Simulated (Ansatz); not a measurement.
Input

```
basis:
  gaussian:
    orbitals: def2-TZVPD
crystal:
  periodic: [false, false, false]
  atoms:
    - {symbol: C, position_ang: [-0.687620, -1.101121, -0.737606]}
    - {symbol: C, position_ang: [-1.057011, -1.928005, 0.155772]}
    - {symbol: O, position_ang: [-1.378184, -2.696623, 1.034818]}
    - {symbol: Si, position_ang: [-0.508608, -0.187984, -2.226677]}
    - {symbol: H, position_ang: [-0.779716, 1.301142, -2.088969]}
    - {symbol: H, position_ang: [0.884615, -0.236960, -2.831985]}
output: {forces: true, orbitals: {seedname: orbitals}}
hamiltonian:
  xc: {name: PBE0}
total_charge: -1
magnetization:
  spin_polarized: true
  initial_magnetization: 1
```

Command:

```sh
ansatz run input.yaml --threads 2 --pin off --max-ram 4350MiB --events-out events.jsonl --progress --plain --runs-dir runs
```

Geometry: r2SCAN-D4/def2-SVPD.

Method: Ansatz 0.2.0, isolated molecule in a Gaussian basis; Kohn-Sham density functional theory, functional PBE0.

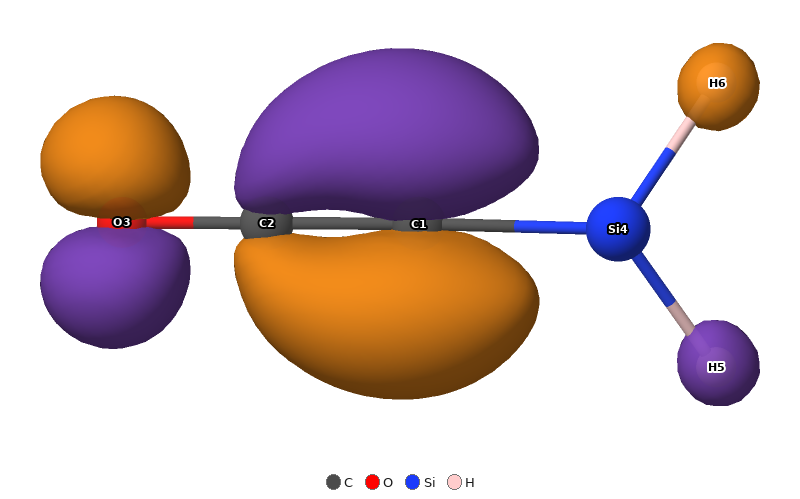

C2H2OSi (SMILES [O-]C#C[SiH2]) (charge −1, doublet). The HOMO (β) at ±0.15 Å⁻³ᐟ² (orange and purple are the two phases), seen across its widest extent.

Q: What is the character of this orbital?

A: Its weight (Hirshfeld) is mainly on C1 (about 45 %), O3 (about 25 %) and C2 (about 20 %). Its energy is −1.26 eV.
